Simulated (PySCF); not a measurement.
Ge(OH)3(nPr), C3H10GeO3, SMILES CC[CH2][Ge]([OH])([OH])[OH] at its GFN2-xTB optimised geometry (Å):

```
17

C     -1.7726    -2.9558    -2.5995
C     -1.1327    -2.2174    -1.4301
C     -1.3649    -0.7163    -1.5329
Ge    -0.5937     0.3013     0.0000
O     -1.0675    -0.3501     1.5572
O      1.1580     0.3013     0.0000
O     -1.0912     1.9839     0.0000
H     -2.8469    -2.7847    -2.6177
H     -1.5965    -4.0257    -2.5163
H     -1.3552    -2.6109    -3.5431
H     -0.0593    -2.4178    -1.4162
H     -1.5495    -2.5866    -0.4905
H     -2.4328    -0.5024    -1.5727
H     -0.9202    -0.3309    -2.4497
H     -1.8261     0.0783     1.9474
H      1.5495    -0.3110     0.6191
H     -0.4465     2.5866    -0.3641
```

Calculation: PBE0/def2-SVP run with PySCF 2.14.0.

Map of the electron localisation function on the plane z = 0.6 Å:

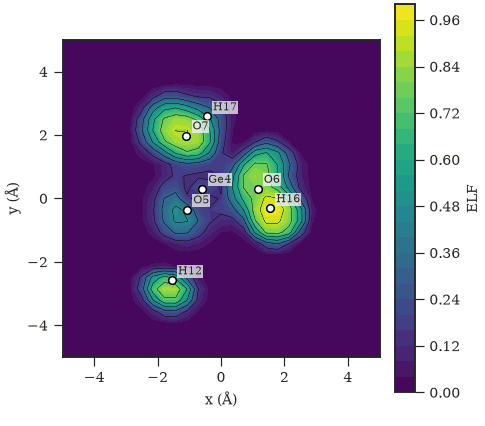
*Electron localisation function on the plane z = 0.6 Å.*
